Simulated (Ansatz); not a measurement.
# H3O+ (oxonium): levels of theory compared

We compute a comparison of 6 runs (HSE06/3-21G, HSE06/6-31G, UB3LYP/6-31G, RPA@PBE/6-31G, UMP2/3-21G, CCSD(T)/3-21G) of H3O+ (oxonium). 

Program for the calculation: Ansatz 0.2.0.

## (1) The molecule

H3O+ has 4 atoms, charge +1, and is taken as a singlet. SMILES: `[OH3+]`. The H4–O1 distance was set to 1.467 Å, away from the relaxed value. At this shape a bond of the SMILES string is far longer than usual.

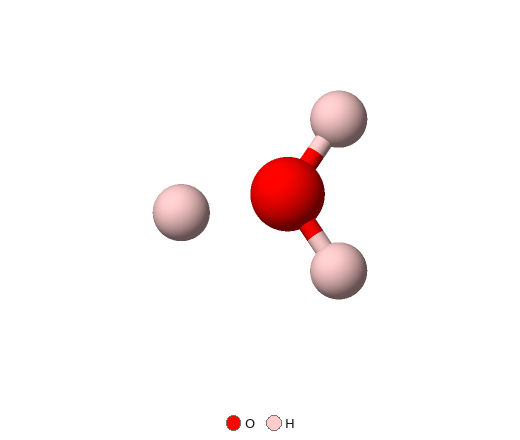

Viewed from a chosen angle; oxygen red, hydrogen pink.

## (2) A single-point energy at HSE06/3-21G (run 1)

File run.yaml:

```yaml
crystal:
  periodic: [false, false, false]
  atoms:
    - {symbol: O, position_ang: [0.269028, 0.161683, -0.481666]}
    - {symbol: H, position_ang: [0.306118, 1.136823, -0.413766]}
    - {symbol: H, position_ang: [-0.321832, -0.149907, -1.196286]}
    - {symbol: H, position_ang: [0.007860, -0.493450, 0.805020]}
basis:
  gaussian:
    orbitals: 3-21G.json
total_charge: 1
hamiltonian:
  xc: {name: HSE06}
accuracy: high
```

The basis set 3-21G is read from a file made from the Basis Set Exchange's data (not shown).

The run is started by

```bash
$ ansatz run run.yaml --threads 1 --pin off --max-ram 3480MiB --events-out events.jsonl --progress --plain --runs-dir runs
```

Output:

```text
Warning: RAYON_NUM_THREADS=1 ignored (pool sized by the plan → 1); use --threads N
Functional definition: HSE06
  name "HSE06"
  parameter a = 0.25
  parameter omega = 0.11/bohr
  exchange = pbe_x - a*pbe_x_sr(omega) + a*exact_x_sr(omega)
  correlation = pbe_c
232 factors; integrals over basis functions are off by at most 4.4e-9 eV
50 factors; integrals over basis functions are off by at most 3.0e-10 eV
mean field evaluation 1: about -2058.6079 eV, gradient 8.9e1 eV
mean field evaluation 2: about -2035.4651 eV, gradient 1.2e2 eV
mean field evaluation 4: about -2071.2980 eV, gradient 1.9e0 eV
mean field evaluation 8: about -2071.2992 eV, gradient 1.3e-2 eV
mean field evaluation 16: about -2071.2992 eV, gradient 9.0e-8 eV
mean field -2071.29918547 eV, -76.1188410892 hartree, gradient 9.0e-8 eV, S^2 0.000000; 0 other end points of the search recorded, 0 dependent functions left out
reference -2071.29918682 eV, -76.1188411387 hartree; 5, 5 occupied and 10, 10 virtual orbitals, 232 factors
Total energy: -2071.29918682 eV, -76.1188411387 hartree
```

It took 0.48 s on 1 thread of Arm Neoverse V2, shared host.

## (3) The energy at HSE06/6-31G (run 2)

File job.yaml:

```yaml
basis:
  gaussian:
    orbitals: 6-31G
crystal:
  periodic: [false, false, false]
  atoms:
    - {symbol: O, position_ang: [0.269028, 0.161683, -0.481666]}
    - {symbol: H, position_ang: [0.306118, 1.136823, -0.413766]}
    - {symbol: H, position_ang: [-0.321832, -0.149907, -1.196286]}
    - {symbol: H, position_ang: [0.007860, -0.493450, 0.805020]}
total_charge: 1
hamiltonian:
  xc: {name: HSE06}
accuracy: high
```

The run is started by

```bash
$ ansatz run job.yaml --threads 1 --pin off --max-ram 3480MiB --events-out events.jsonl --progress --plain --runs-dir runs
```

Output, cut to the lines that bear on the results:

```text
Warning: RAYON_NUM_THREADS=1 ignored (pool sized by the plan → 1); use --threads N
[... 6 set-up lines as earlier in the session ...]
281 factors; integrals over basis functions are off by at most 4.3e-9 eV
55 factors; integrals over basis functions are off by at most 2.8e-10 eV
mean field evaluation 1: about -2066.2530 eV, gradient 9.2e1 eV
mean field evaluation 2: about -2033.8741 eV, gradient 1.4e2 eV
mean field evaluation 4: about -2081.9308 eV, gradient 1.7e0 eV
mean field evaluation 8: about -2081.9319 eV, gradient 2.3e-2 eV
mean field evaluation 16: about -2081.9319 eV, gradient 1.3e-7 eV
mean field -2081.93185470 eV, -76.5095844761 hartree, gradient 2.9e-8 eV, S^2 0.000000; 0 other end points of the search recorded, 0 dependent functions left out
reference -2081.93185625 eV, -76.5095845331 hartree; 5, 5 occupied and 10, 10 virtual orbitals, 281 factors
Total energy: -2081.93185625 eV, -76.5095845331 hartree
```

It took 0.58 s on 1 thread of Arm Neoverse V2, shared host.

Runs 3 to 4 aren't shown in full; the table further down has their settings and results.

## (4) A single-point energy at UMP2/3-21G (run 5)

File run.yaml:

```yaml
crystal:
  periodic: [false, false, false]
  atoms:
    - symbol: O
      position_ang: [0.269028, 0.161683, -0.481666]
    - symbol: H
      position_ang: [0.306118, 1.136823, -0.413766]
    - symbol: H
      position_ang: [-0.321832, -0.149907, -1.196286]
    - symbol: H
      position_ang: [0.007860, -0.493450, 0.805020]
basis:
  gaussian:
    orbitals: 3-21G.json
total_charge: 1
magnetization:
  spin_polarized: true
  initial_magnetization: 0
correlation:
  method: mp2
  frozen_orbitals: {H: 0, O: 1}
accuracy: high
```

The basis set 3-21G is read from a file made from the Basis Set Exchange's data (not shown).

The run is started by

```bash
$ ansatz run run.yaml --threads 1 --pin off --max-ram 3480MiB --events-out events.jsonl --progress --plain --runs-dir runs
```

Output:

```text
Warning: RAYON_NUM_THREADS=1 ignored (pool sized by the plan → 1); use --threads N
Functional definition: HF
  name "HF"
  exchange = exact_x
  correlation = 0
232 factors; integrals over basis functions are off by at most 4.4e-9 eV
mean field evaluation 1: about -2057.0083 eV, gradient 4.2e1 eV
mean field evaluation 2: about -2057.0050 eV, gradient 4.2e1 eV
mean field evaluation 4: about -2062.6127 eV, gradient 1.2e0 eV
mean field evaluation 8: about -2062.6205 eV, gradient 2.3e-5 eV
mean field evaluation 16: about -2062.5773 eV, gradient 8.7e-1 eV
mean field -2062.62046840 eV, -75.7999041195 hartree, gradient 6.6e-8 eV, S^2 0.000000; 1 other end points of the search recorded, 0 dependent functions left out
1 core orbitals not correlated: weight in the atoms' cores, before any rotation towards them, 1.000 or more for the frozen orbitals, at most 0.000 for the correlated occupied ones
reference -2062.62046840 eV, -75.7999041195 hartree; 4, 4 occupied and 10, 10 virtual orbitals, 232 factors
second order -3.78335719 eV of doubles, -0.00000000 eV of singles
Total energy: -2066.40382560 eV, -75.9389399318 hartree
```

Run time: 0.06 s. Hardware: 1 thread of Arm Neoverse V2, shared host.

## (5) The energy at CCSD(T)/3-21G (run 6)

File in.yaml:

```yaml
crystal:
  periodic: [false, false, false]
  atoms:
    - {symbol: O, position_ang: [0.269028, 0.161683, -0.481666]}
    - {symbol: H, position_ang: [0.306118, 1.136823, -0.413766]}
    - {symbol: H, position_ang: [-0.321832, -0.149907, -1.196286]}
    - {symbol: H, position_ang: [0.007860, -0.493450, 0.805020]}
basis:
  gaussian: {orbitals: 3-21G.json}
correlation: {method: ccsd_t, frozen_orbitals: {H: 0, O: 1}}
total_charge: 1
accuracy: high
scf: {omitted_lower_state_checks: [cluster_reference, increment]}
```

The basis set 3-21G is read from a file made from the Basis Set Exchange's data (not shown).

The run is started by

```bash
$ ansatz run in.yaml --threads 1 --pin off --max-ram 3480MiB --events-out events.jsonl --progress --plain --runs-dir runs
```

Output, cut to the lines that bear on the results:

```text
Warning: RAYON_NUM_THREADS=1 ignored (pool sized by the plan → 1); use --threads N
[... 2 set-up lines as earlier in the session ...]
[...]
232 factors; integrals over basis functions are off by at most 4.4e-9 eV
[...]
mean field -2062.62046840 eV, -75.7999041195 hartree, gradient 8.7e-8 eV, S^2 0.000000; 0 other end points of the search recorded, 0 dependent functions left out
1 core orbitals not correlated: weight in the atoms' cores, before any rotation towards them, 1.000 or more for the frozen orbitals, at most 0.000 for the correlated occupied ones
reference -2062.62046840 eV, -75.7999041195 hartree; 4, 4 occupied and 10, 10 virtual orbitals, 232 factors
second order -3.78335719 eV of doubles, -0.00000000 eV of singles
cycle   1  -3.81444547 eV  change   -3.1e-2 eV  update   5.2e-2
[...]
cycle  19  -4.01915402 eV  change  -1.4e-10 eV  update  5.5e-10
perturbative correction -0.06565525 eV, -0.0024127861 hartree
Total energy: -2066.70527768 eV, -75.9500180916 hartree
Checks for a lower state left out: cluster_reference, increment
```

It took 0.08 s on 1 thread of Arm Neoverse V2, shared host.

## (6) The series

| run | level | frozen core orbitals | energy (Eh) | wall time |
| --- | --- | --- | --- | --- |
| 1 | HSE06/3-21G | – | -76.118841 | 0.48 s |
| 2 | HSE06/6-31G | – | -76.509585 | 0.58 s |
| 3 | UB3LYP/6-31G | – | -76.599072 | 0.72 s |
| 4 | RPA@PBE/6-31G | 1 | -76.394677 | 0.6 s |
| 5 | UMP2/3-21G | 1 | -75.938940 | 0.06 s |
| 6 | CCSD(T)/3-21G | 1 | -75.950018 | 0.08 s |

## (7) Summary of results

```
                                         quantity         value
                              run 6: total energy  -75.95002 Eh
run 6: correlation energy (1 core orbital frozen)    -150.1 mEh
                            run 6: (T) correction     -2.41 mEh
                             run 6: T1 diagnostic         0.018
```

Totals of different functionals can't be ranked against each other. All runs together took 2.5 s, the longest 0.72 s.
